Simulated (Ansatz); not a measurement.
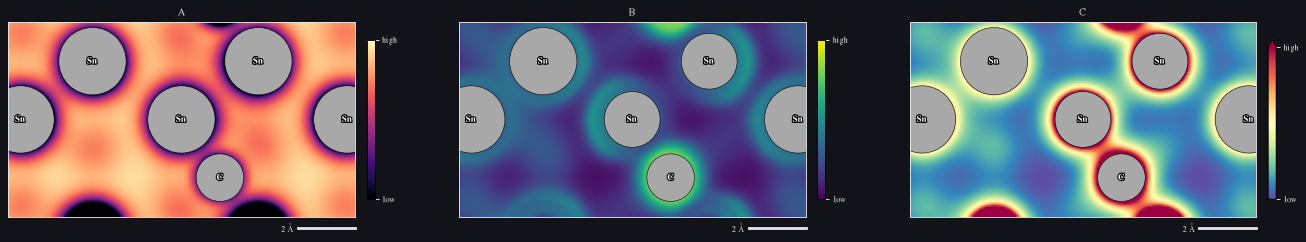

Sn$_{4}$C: 3 fields on the (110) plane of the conventional cell, with unlabelled colour scales. Grey discs cover the atomic cores.

Space group P-3m1; a generated structure, not necessarily the stable one; changed on purpose from its base cell (volume × 1.10, shape and atoms relaxed); computed pressure about −3 GPa in this cell.

These are results of DFT PBE, scalar-relativistic, plane waves, PAW (Ansatz 0.2.0), not measurements.

```cif
data_structure
_symmetry_space_group_name_H-M 'P 1'
_symmetry_Int_Tables_number 1
_cell_length_a 3.5498
_cell_length_b 3.5498
_cell_length_c 11.5015
_cell_angle_alpha 90.000
_cell_angle_beta 90.000
_cell_angle_gamma 120.000
_cell_volume 125.51
loop_
_atom_site_label
_atom_site_type_symbol
_atom_site_fract_x
_atom_site_fract_y
_atom_site_fract_z
_atom_site_occupancy
Sn1 Sn 0.33333 0.66667 0.88215 1
Sn2 Sn 0.33333 0.66667 0.38986 1
Sn3 Sn 0.66667 0.33333 0.11785 1
Sn4 Sn 0.66667 0.33333 0.61014 1
C1 C 0.00000 0.00000 0.00000 1
```

Match the panels to the quantities (electron localisation function, electrostatic potential energy of an electron and valence pseudo-density).

Panel A: electrostatic potential energy of an electron (low next to the atoms, rising into the space between them). Panel B: electron localisation function. Panel C: valence pseudo-density. From the grid: Sn–C (2.46 Å): the density is about 0.38 e/Å³ at the midpoint; the ELF peaks at about 0.80 in the valence shell of C, 0.7 Å from its nucleus, and is about 0.35 at the midpoint.
